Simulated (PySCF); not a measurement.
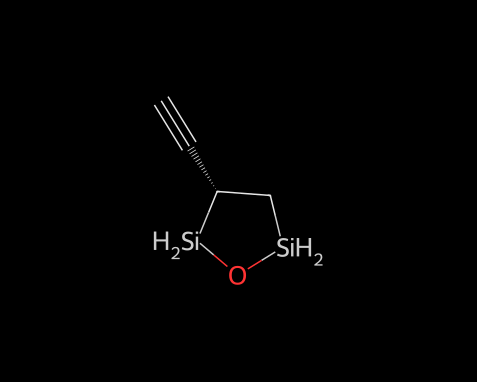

Computed geometry: GFN2-xTB optimisation. No frequency run is at hand to confirm it as a minimum. Level of theory: PBE0/def2-SVPD, gas phase (PySCF 2.14.0). Excitations: vertical, linear response.

Computed properties:

The species is C₄H₈OSi₂ (`C#C[C@@H]1C[SiH2]O[SiH2]1`).
- dipole moment: 0.94 D
- HOMO energy (Kohn–Sham orbital): −7.38 eV
- LUMO energy (Kohn–Sham orbital): −0.01 eV
- HOMO–LUMO gap: 7.37 eV
- mean static polarisability: 94.6 bohr³
- lowest vertical singlet excitation: 6.20 eV
- its oscillator strength: 0.002

The geometry is semi-empirical. Around Si such bond lengths and angles can be off by a tenth of an ångström or more and by several degrees, and values that hang on the shape move with them.
